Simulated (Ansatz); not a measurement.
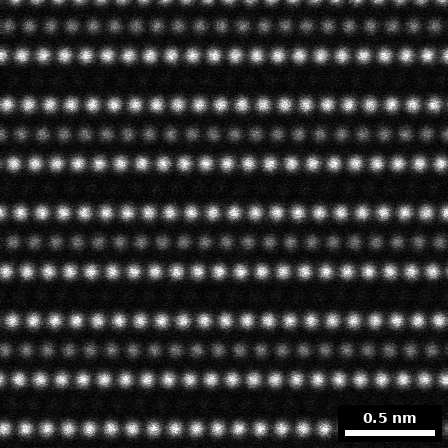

HAADF-like image of NaLiCl$_{2}$ (R-3m, No. 166). Simulation: incoherent imaging, intensity Z^1.7 per atom, probe width 0.63 Å, thin sample. The probe carries 15 % of its weight in a tail 2.5 times as wide. Shot noise and a slight drift were added. Atomic positions: the end point of a relaxation with Ansatz 0.2.0, DFT LDA, scalar-relativistic, plane waves, PAW; the starting structure was generated, so it need not be a known form of this composition.

```
Na Li Cl
1.0
     3.67370    0.00000    0.00000
    -1.83685    3.18152    0.00000
     0.00000    0.00000   18.25370
Na Li Cl
3 3 6
Direct
  0.00000 0.00000 0.00000
  0.66667 0.33333 0.33333
  0.33333 0.66667 0.66667
  0.66667 0.33333 0.83333
  0.33333 0.66667 0.16667
  0.00000 0.00000 0.50000
  0.00000 0.00000 0.75762
  0.33333 0.66667 0.90905
  0.66667 0.33333 0.09095
  0.00000 0.00000 0.24238
  0.33333 0.66667 0.42429
  0.66667 0.33333 0.57571
```

Along which zone axis is the crystal seen: [131], [310], [210] or [211]? (Directions equivalent by symmetry count as one.)

Answer. [310]. The projected cells are 1.14 × 3.01 Å, 94° for [131]; 1.20 × 6.10 Å, 94° for [310]; 1.84 × 6.08 Å, 90° for [210]; 3.52 × 3.52 Å, 117° for [211], and the image repeats as the [310] one does.
